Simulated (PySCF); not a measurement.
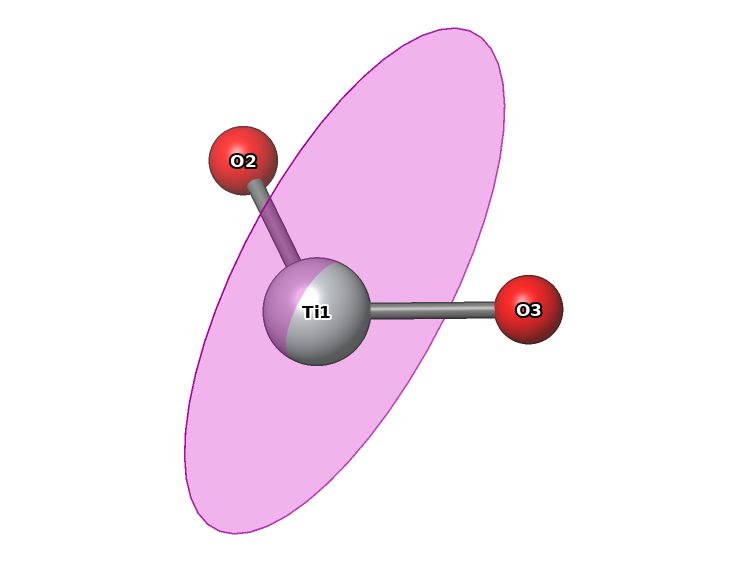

A disc through the centre of mass is drawn in. Depth is shown by fading: the farther an atom, the more it takes the colour of the background. Charge 0, singlet. The geometry was computed by an optimisation with PBE0-D3(BJ)/def2-SVP. No frequency run is at hand to confirm it as a minimum.

Question: Is the plane of the disc a mirror plane of the structure?

Answer: Yes. The reflection leaves Ti1 in place and moves O2 ↔ O3. The point group is C2v.
